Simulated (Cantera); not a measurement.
Input: 1 mol Nb2O5, 1100 mol H2, equilibrated at 100 Torr.

Method: chemical equilibrium by Gibbs-energy minimisation in Cantera with the NASA 1993 tables (ideal gas, pure condensed phases). Candidate condensed phases: H2O, Nb, NbO, NbO2, Nb2O5; 12 gas species. Mutual solubility and eutectic melting of coexisting phases are not modelled. NbO: taken at fixed stoichiometry. Condensed phases not in the tables: the oxides between NbO2 and Nb2O5. Kinetics and transport are ignored.

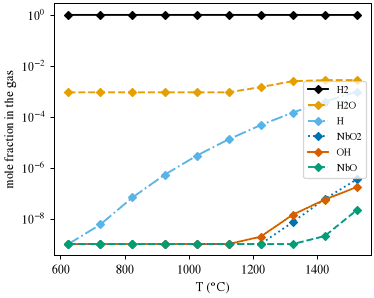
Fig. 1. Equilibrium gas composition (values under 1e-9 drawn at 1e-9)

From 625 °C to 1125 °C the condensed part is NbO2(s). From 1225 °C to 1325 °C the condensed part is NbO(s) + NbO2(s). From 1425 °C to 1525 °C the condensed part is NbO(s).
